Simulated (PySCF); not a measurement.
# CH₂S: excited-state relaxation, vibronic structure

What do calculations give for the excited-state relaxation, vibronic structure of CH₂S (`C=S`)?

Computed with PySCF 2.14.0 and routines of our own; the level stands in each step. Atoms count from 0.

### 1 The starting structure

4 atoms, charge 0, multiplicity 1; geometry from: GFN2-xTB.

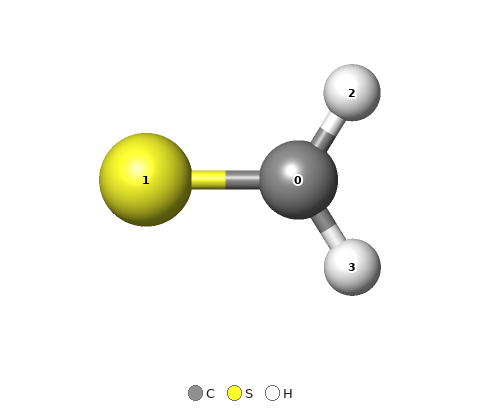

The starting geometry (carbon grey, sulfur yellow, hydrogen white).

### 2 Optimising the geometry at CAM-B3LYP/6-31+G*

The job: settings as JSON, then the geometry in Å.

```
{"job": {"xc": "CAM-B3LYP", "basis": "6-31+G*", "grid": 1, "kind": "geom"}, "charge": 0, "multiplicity": 1}
C     -0.114941     0.005328     0.002935
S      1.483938    -0.052156     0.134838
H     -0.612125     0.819079    -0.508706
H     -0.746638    -0.767478     0.421236
```

Command:

```bash
> OMP_NUM_THREADS=1 python excited_run.py task.json out
```

One launch serves the whole session: the jobs run in the order shown.

Output:

```text
step   0  E = -437.42492675  max force = 0.004740
step   1  E = -437.42507205  max force = 0.001542
step   2  E = -437.42507403  max force = 0.000274
optimisation converged
```

It took 1.9 s on 1 thread of Arm Neoverse V1, shared host; peak memory 0.26 GiB.

Step by step:

| step | energy from step 0 (eV) | largest force component (eV/Å) |
| --- | --- | --- |
| 0 | 0.0000 | 0.2437 |
| 1 | -0.0040 | 0.0793 |
| 2 | -0.0040 | 0.0141 |

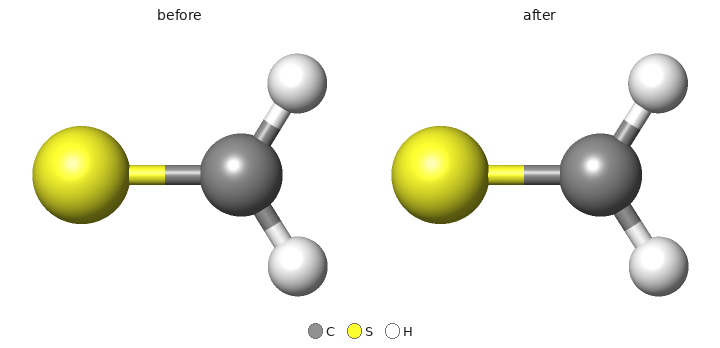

Before and after, at one scale.

Close pairs (by a distance rule), those that changed most:

```csv
bond,before (Å),after (Å),change (Å)
C0–H2,1.082,1.091,+0.009
C0–H3,1.082,1.091,+0.009
C0–S1,1.605,1.609,+0.003
```

The next job starts from the end point, and lists it.

```csv
at the end point,value
point group (found at 0.08 Å tolerance),C2v
"rotational constants (GHz, main isotopes)","294.1, 17.737, 16.728"
dipole moment (D),1.91
```

### 3 Excited-state relaxation: TDA CAM-B3LYP/6-31+G*

The job: settings as JSON, then the geometry in Å.

```
{"job": {"kind": "xopt", "state": "S1", "method": "TDA", "freq": true, "xc": "CAM-B3LYP", "basis": "6-31+G*", "grid": 1}, "charge": 0, "multiplicity": 1}
C     -0.112058    -0.000963    -0.001992
S      1.490288    -0.057344     0.130465
H     -0.622913     0.814476    -0.516276
H     -0.759105    -0.774045     0.415300
```

Level: TDA CAM-B3LYP/6-31+G* excited-state geometry optimisation, gas phase.

Output:

```text
final grid: 16440 points
cycle   1  E = -437.3956575343  dE =  9.887e-02  |g| = 2.740e-01  |ddm| = 1.887e+00
cycle   2  E = -437.3694017327  dE =  2.626e-02  |g| = 4.446e-01  |ddm| = 8.705e-01
cycle   3  E = -437.4247604684  dE = -5.536e-02  |g| = 2.868e-02  |ddm| = 4.497e-01
cycle   4  E = -437.4250369113  dE = -2.764e-04  |g| = 1.048e-02  |ddm| = 6.623e-02
cycle   5  E = -437.4250717175  dE = -3.481e-05  |g| = 2.179e-03  |ddm| = 1.580e-02
cycle   6  E = -437.4250737579  dE = -2.040e-06  |g| = 8.268e-04  |ddm| = 5.010e-03
cycle   7  E = -437.4250740244  dE = -2.665e-07  |g| = 1.594e-04  |ddm| = 2.090e-03
cycle   8  E = -437.4250740343  dE = -9.856e-09  |g| = 1.297e-05  |ddm| = 3.809e-04
cycle   9  E = -437.4250740344  dE = -1.197e-10  |g| = 1.482e-06  |ddm| = 6.226e-05
converged SCF energy = -437.4250740344

vertical S1 at the ground-state geometry: 2.2709 eV
step    E(state)/Eh    max force   excitation/eV  root
  0    -437.34205673   0.035149     2.2401      1
  1    -437.34412901   0.006233     2.1434      1
  2    -437.34417166   0.002419     2.1308      1
  3    -437.34418022   0.000465     2.1225      1
  4    -437.34418091   0.000096     2.1236      1
optimisation converged
vertical emission 2.1236 eV, adiabatic 2.2012 eV, Stokes shift 0.1472 eV, reorganisation 0.0697 (excited) and 0.0776 eV (ground)
in 1,4-dioxane: absorption 2.3220 eV (f = 0.0000, root 1), emission 2.1819 eV (f = 0.0000, root 1)
in dimethylsulfoxide: absorption 2.4212 eV (f = 0.0000, root 1), emission 2.2653 eV (f = 0.0000, root 1)
zero-point change -0.0624 eV, 0-0 energy 2.1388 eV
frequencies of the excited state (cm-1): 423 826 962 1410 3173 3275
```

Wall time 39 s (1 thread of Arm Neoverse V1, shared host); peak memory 0.28 GiB.

In short:

```
                 quantity    value
  vertical absorption, S1  2.27 eV
     adiabatic energy, S1  2.20 eV
    vertical emission, S1  2.12 eV
         Stokes shift, S1  0.15 eV
geometry moved (RMSD), S1  0.028 Å
```

Bonds of the start that changed most:

| bond | start (Å) | end (Å) |
| --- | --- | --- |
| C0–S1 | 1.609 | 1.671 |
| C0–H3 | 1.091 | 1.086 |
| C0–H2 | 1.091 | 1.087 |

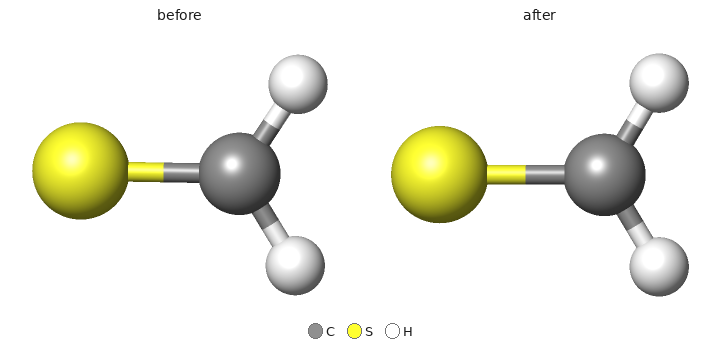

Before and after.

### 4 Excited-state relaxation: UKS CAM-B3LYP/6-31+G*

The job: settings as JSON, then the geometry in Å.

```
{"job": {"kind": "xopt", "state": "T1", "method": "UKS", "freq": true, "xc": "CAM-B3LYP", "basis": "6-31+G*", "grid": 1}, "charge": 0, "multiplicity": 1}
C     -0.112058    -0.000963    -0.001992
S      1.490288    -0.057344     0.130465
H     -0.622913     0.814476    -0.516276
H     -0.759105    -0.774045     0.415300
```

With the program's defaults for keys left out, this is: UKS CAM-B3LYP/6-31+G* excited-state geometry optimisation, gas phase.

Output:

```text
final grid: 16440 points
cycle   1  E = -437.3956575343  dE =  9.887e-02  |g| = 2.740e-01  |ddm| = 1.887e+00
cycle   2  E = -437.3694017327  dE =  2.626e-02  |g| = 4.446e-01  |ddm| = 8.705e-01
cycle   3  E = -437.4247604684  dE = -5.536e-02  |g| = 2.868e-02  |ddm| = 4.497e-01
cycle   4  E = -437.4250369113  dE = -2.764e-04  |g| = 1.048e-02  |ddm| = 6.623e-02
cycle   5  E = -437.4250717175  dE = -3.481e-05  |g| = 2.179e-03  |ddm| = 1.580e-02
cycle   6  E = -437.4250737579  dE = -2.040e-06  |g| = 8.268e-04  |ddm| = 5.010e-03
cycle   7  E = -437.4250740244  dE = -2.665e-07  |g| = 1.594e-04  |ddm| = 2.090e-03
cycle   8  E = -437.4250740343  dE = -9.856e-09  |g| = 1.297e-05  |ddm| = 3.809e-04
cycle   9  E = -437.4250740344  dE = -1.197e-10  |g| = 1.482e-06  |ddm| = 6.226e-05
converged SCF energy = -437.4250740344

vertical T1 at the ground-state geometry: 1.7399 eV
step    E(state)/Eh    max force   <S^2>
  0    -437.36188744   0.046882    2.0062
  1    -437.36543141   0.011580    2.0065
  2    -437.36559911   0.005407    2.0066
  3    -437.36563793   0.000470    2.0066
  4    -437.36564080   0.000257    2.0066
optimisation converged
vertical emission 1.4646 eV, adiabatic 1.6173 eV, Stokes shift 0.2753 eV, reorganisation 0.1227 (excited) and 0.1527 eV (ground)
zero-point change -0.0912 eV, 0-0 energy 1.5261 eV
frequencies of the excited state (cm-1): 61 798 872 1390 3187 3299
```

It took 23 s on 1 thread of Arm Neoverse V1, shared host; peak memory 0.28 GiB.

From this job:

```csv
quantity,value
"vertical gap at the ground-state geometry, T1",1.74 eV
"adiabatic energy, T1",1.62 eV
"vertical gap at the relaxed geometry, T1",1.46 eV
"difference of the two gaps, T1",0.28 eV
"geometry moved (RMSD), T1",0.040 Å
```

Bonds of the start that changed most:

| bond | start (Å) | end (Å) |
| --- | --- | --- |
| C0–S1 | 1.609 | 1.697 |
| C0–H3 | 1.091 | 1.085 |
| C0–H2 | 1.091 | 1.085 |

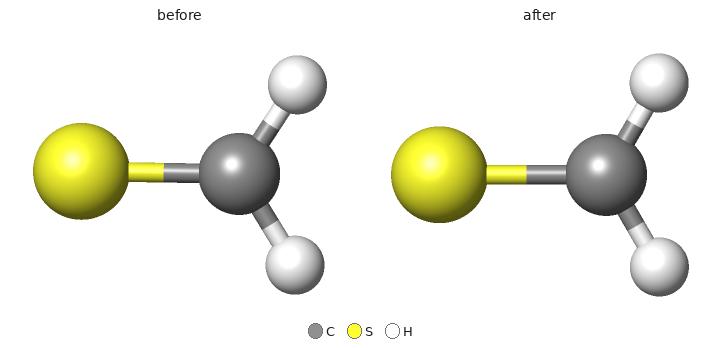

Before and after.

### 5 Excited-state relaxation: TDA CAM-B3LYP/6-31+G*

The job: settings as JSON, then the geometry in Å.

```
{"job": {"kind": "xopt", "state": "T1", "method": "TDA", "xc": "CAM-B3LYP", "basis": "6-31+G*", "grid": 1}, "charge": 0, "multiplicity": 1}
C     -0.112058    -0.000963    -0.001992
S      1.490288    -0.057344     0.130465
H     -0.622913     0.814476    -0.516276
H     -0.759105    -0.774045     0.415300
```

With the program's defaults for keys left out, this is: TDA CAM-B3LYP/6-31+G* excited-state geometry optimisation, gas phase.

Output:

```text
final grid: 16440 points
cycle   1  E = -437.3956575343  dE =  9.887e-02  |g| = 2.740e-01  |ddm| = 1.887e+00
cycle   2  E = -437.3694017327  dE =  2.626e-02  |g| = 4.446e-01  |ddm| = 8.705e-01
cycle   3  E = -437.4247604684  dE = -5.536e-02  |g| = 2.868e-02  |ddm| = 4.497e-01
cycle   4  E = -437.4250369113  dE = -2.764e-04  |g| = 1.048e-02  |ddm| = 6.623e-02
cycle   5  E = -437.4250717175  dE = -3.481e-05  |g| = 2.179e-03  |ddm| = 1.580e-02
cycle   6  E = -437.4250737579  dE = -2.040e-06  |g| = 8.268e-04  |ddm| = 5.010e-03
cycle   7  E = -437.4250740244  dE = -2.665e-07  |g| = 1.594e-04  |ddm| = 2.090e-03
cycle   8  E = -437.4250740343  dE = -9.856e-09  |g| = 1.297e-05  |ddm| = 3.809e-04
cycle   9  E = -437.4250740344  dE = -1.197e-10  |g| = 1.482e-06  |ddm| = 6.226e-05
converged SCF energy = -437.4250740344

vertical T1 at the ground-state geometry: 1.7041 eV
step    E(state)/Eh    max force   excitation/eV  root
  0    -437.36293180   0.032665     1.6721      1
  1    -437.36481117   0.004672     1.5822      1
  2    -437.36485369   0.001945     1.5719      1
  3    -437.36486004   0.000597     1.5667      1
  4    -437.36486078   0.000092     1.5666      1
optimisation converged
vertical emission 1.5666 eV, adiabatic 1.6385 eV, Stokes shift 0.1375 eV, reorganisation 0.0656 (excited) and 0.0719 eV (ground)
```

It took 5.6 s on 1 thread of Arm Neoverse V1, shared host; peak memory 0.29 GiB.

Key values:

```
                                     quantity    value
vertical gap at the ground-state geometry, T1  1.70 eV
                         adiabatic energy, T1  1.64 eV
     vertical gap at the relaxed geometry, T1  1.57 eV
               difference of the two gaps, T1  0.14 eV
                    geometry moved (RMSD), T1  0.025 Å
```

Bonds of the start that changed most:

```
 bond  start (Å)  end (Å)
C0–S1      1.609    1.667
C0–H3      1.091    1.085
C0–H2      1.091    1.085
```

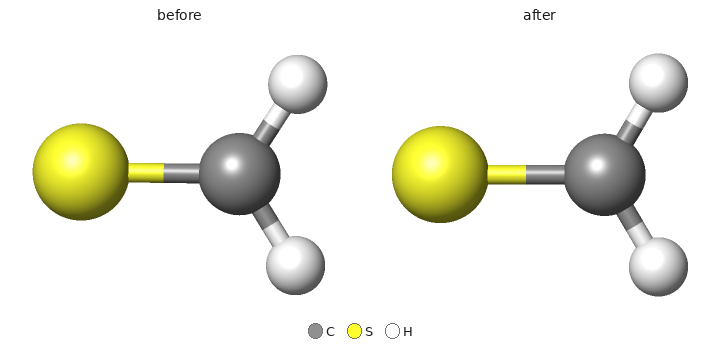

Before and after.

### 6 Vibronic structure: TDA CAM-B3LYP/6-31+G*

The job: settings as JSON, then the geometry in Å.

```
{"job": {"kind": "vib", "tda": true, "freq": true, "xc": "CAM-B3LYP", "basis": "6-31+G*", "grid": 1}, "charge": 0, "multiplicity": 1}
C     -0.112058    -0.000963    -0.001992
S      1.490288    -0.057344     0.130465
H     -0.622913     0.814476    -0.516276
H     -0.759105    -0.774045     0.415300
```

With the program's defaults for keys left out, this is: TDA CAM-B3LYP/6-31+G* vertical-gradient vibronic structure (displaced harmonic oscillators, Condon), gas phase.

Output:

```text
final grid: 16440 points
cycle   1  E = -437.3956575343  dE =  9.887e-02  |g| = 2.740e-01  |ddm| = 1.887e+00
cycle   2  E = -437.3694017327  dE =  2.626e-02  |g| = 4.446e-01  |ddm| = 8.705e-01
cycle   3  E = -437.4247604684  dE = -5.536e-02  |g| = 2.868e-02  |ddm| = 4.497e-01
cycle   4  E = -437.4250369113  dE = -2.764e-04  |g| = 1.048e-02  |ddm| = 6.623e-02
cycle   5  E = -437.4250717175  dE = -3.481e-05  |g| = 2.179e-03  |ddm| = 1.580e-02
cycle   6  E = -437.4250737579  dE = -2.040e-06  |g| = 8.268e-04  |ddm| = 5.010e-03
cycle   7  E = -437.4250740244  dE = -2.665e-07  |g| = 1.594e-04  |ddm| = 2.090e-03
cycle   8  E = -437.4250740343  dE = -9.856e-09  |g| = 1.297e-05  |ddm| = 3.809e-04
cycle   9  E = -437.4250740344  dE = -1.197e-10  |g| = 1.482e-06  |ddm| = 6.226e-05
converged SCF energy = -437.4250740344

Singlet excitations (eV, f): 2.271 (0.0000)  6.033 (0.0213)  6.664 (0.0711)  6.908 (0.3743)  6.951 (0.0157)  7.263 (0.0029)

State S1  2.2709 eV  f = 0.00000  H->L 0.99
  relaxed dipole 0.714 D, largest gradient of the excitation energy 0.0483 Eh/bohr
  mode    cm-1        S   lambda/meV  Raman
    3   1119.4    0.3652      50.7   1.000
    4   1537.3    0.0510       9.7   0.263
  reorganisation energy 0.0614 eV, total S 0.419, 0-0 2.2095 eV
  absorption maximum 2.210 eV, width 0.038 eV

State S3  6.6643 eV  f = 0.07109  H->L+2 0.95
  relaxed dipole 8.474 D, largest gradient of the excitation energy 0.0099 Eh/bohr
  mode    cm-1        S   lambda/meV  Raman
    3   1119.4    0.0199       2.8   1.000
  reorganisation energy 0.0034 eV, total S 0.022, 0-0 6.6609 eV
  absorption maximum 6.661 eV, width 0.038 eV

State S4  6.9075 eV  f = 0.37426  H-1->L 0.70, H->L+3 0.20
  relaxed dipole 1.702 D, largest gradient of the excitation energy 0.1065 Eh/bohr
  mode    cm-1        S   lambda/meV  Raman
    3   1119.4    2.2076     306.4   1.000
    4   1537.3    0.1608      30.6   0.137
  reorganisation energy 0.3385 eV, total S 2.372, 0-0 6.5691 eV
  absorption maximum 6.847 eV, width 0.310 eV

State T1  1.7041 eV  f = 0.00000  H->L 0.99
  relaxed dipole 0.369 D, largest gradient of the excitation energy 0.0489 Eh/bohr
  mode    cm-1        S   lambda/meV  Raman
    3   1119.4    0.3177      44.1   1.000
    4   1537.3    0.0659      12.6   0.391
  reorganisation energy 0.0584 eV, total S 0.388, 0-0 1.6456 eV
  absorption maximum 1.646 eV, width 0.038 eV
```

Wall time 1.6 s (1 thread of Arm Neoverse V1, shared host); peak memory 0.29 GiB.

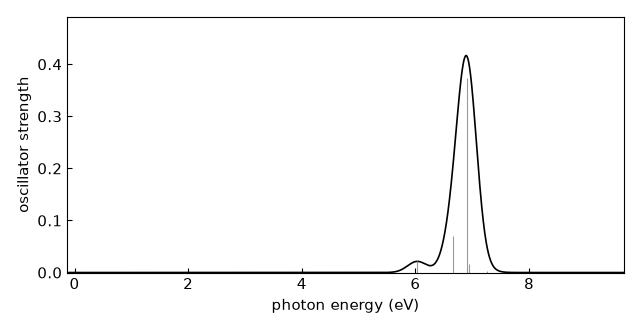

Absorption lines of the singlets. Lines are broadened to a width of 0.40 eV (Gaussian).

### 7 Summary of results

| quantity | value |
| --- | --- |
| point group | C2v |
| rotational constants (main isotopes) | 294.13, 17.74, 16.73 GHz |
| vertical absorption, S1 (step 3, TDA CAM-B3LYP/6-31+G*) | 2.27 eV |
| adiabatic energy, S1 (step 3, TDA CAM-B3LYP/6-31+G*) | 2.20 eV |
| vertical emission, S1 (step 3, TDA CAM-B3LYP/6-31+G*) | 2.12 eV |
| Stokes shift, S1 (step 3, TDA CAM-B3LYP/6-31+G*) | 0.15 eV |
| vertical gap at the ground-state geometry, T1 (step 4, UKS CAM-B3LYP/6-31+G*) | 1.74 eV |
| adiabatic energy, T1 (step 4, UKS CAM-B3LYP/6-31+G*) | 1.62 eV |
| vertical gap at the relaxed geometry, T1 (step 4, UKS CAM-B3LYP/6-31+G*) | 1.46 eV |
| difference of the two gaps, T1 (step 4, UKS CAM-B3LYP/6-31+G*) | 0.28 eV |
| vertical gap at the ground-state geometry, T1 (step 5, TDA CAM-B3LYP/6-31+G*) | 1.70 eV |
| adiabatic energy, T1 (step 5, TDA CAM-B3LYP/6-31+G*) | 1.64 eV |
| vertical gap at the relaxed geometry, T1 (step 5, TDA CAM-B3LYP/6-31+G*) | 1.57 eV |
| difference of the two gaps, T1 (step 5, TDA CAM-B3LYP/6-31+G*) | 0.14 eV |
| S1: vertical, reorganisation, 0-0, total S (step 6, TDA CAM-B3LYP/6-31+G*, modes from CAM-B3LYP/6-31+G*) | 2.27, 0.06, 2.21 eV; 0.4 |
| S3: vertical, reorganisation, 0-0, total S (step 6, TDA CAM-B3LYP/6-31+G*, modes from CAM-B3LYP/6-31+G*) | 6.66, 0.00, 6.66 eV; 0.0 |
| S4: vertical, reorganisation, 0-0, total S (step 6, TDA CAM-B3LYP/6-31+G*, modes from CAM-B3LYP/6-31+G*) | 6.91, 0.34, 6.57 eV; 2.4 |

**Reading.** Over 2 steps the energy fell by 0.004 eV; of the close pairs, C0–H2 changed most, 1.082 to 1.091 Å. In step 3 (excited-state relaxation), among the bonds C0–S1 changes most, from 1.609 to 1.671 Å. In step 4 (excited-state relaxation), among the bonds C0–S1 changes most, from 1.609 to 1.697 Å. Where no frequencies were run, the relaxed excited state may be a saddle. In step 5 (excited-state relaxation), among the bonds C0–S1 changes most, from 1.609 to 1.667 Å. Some states lie very close; unless symmetry makes them partners, their order is unsure. The vibronic model keeps the ground-state modes and shifts them along the gradient alone, so it can miss much of the relaxation that a full optimisation finds. ΔSCF (UKS) and response values aren't on one footing and may follow different states, so their differences aren't method errors alone, and singlets and triplets from the two don't rank.
